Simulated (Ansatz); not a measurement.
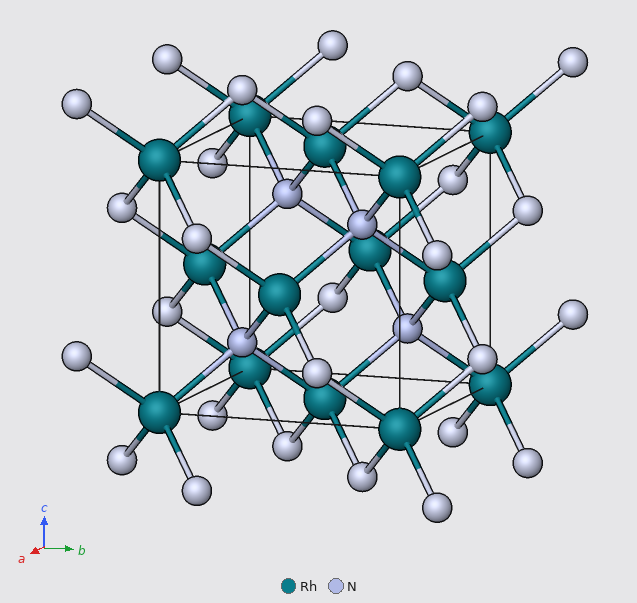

Ball-and-stick drawing of the structure, looking slightly off an axis. The conventional unit cell is outlined; an atom on or near a face, edge or corner is repeated at each equivalent position. Neighbours across the faces are drawn wherever a bond reaches them, in fainter colours.

RhN, zinc blende (sphalerite type), space group F-43m (No. 216), a = 4.599 Å, b = 4.599 Å, c = 4.599 Å, α = 90.00°, β = 90.00°, γ = 90.00°. Provenance: a structure type filled with these elements by a generator (whether the compound takes this form wasn't checked). Earlier steps of the study, as a rule a relaxation of our own, may have changed the cell and positions, so they can lie some per cent off the listed ones. A calculation with Ansatz used it as input.

This one geometry was computed with Ansatz (DFT, plane waves, PAW) at five levels of theory: PBEsol, PBE, PBE with spin-orbit coupling, r2SCAN and LDA.

Which level gives the highest pressure at this volume, and what does that say about its equilibrium volume?

Answer. Highest: PBE (0.0 GPa) and PBE with spin-orbit coupling (0.0 GPa), which points to the largest equilibrium volume. Lowest, with the smallest volume: LDA (-13.6 GPa). Levels within 0.5 GPa of each other can't be told apart.

How does the band gap change with the level of theory?

Answer. All levels give a metal.

Collect the results in a table.

Answer.
| level | cutoff (eV) | k-mesh of the run's cell | gap (eV) | pressure (GPa) |
| --- | --- | --- | --- | --- |
| PBEsol | 420 | 12×12×12 | metal | -8.4 |
| PBE | 420 | 12×12×12 | metal | 0.0 |
| PBE with spin-orbit coupling | 420 | 12×12×12 | metal | 0.0 |
| r2SCAN | 500 | 12×12×12 | metal | -3.8 |
| LDA | 420 | 12×12×12 | metal | -13.6 |

Gaps are taken on the k-mesh or band path of each run.
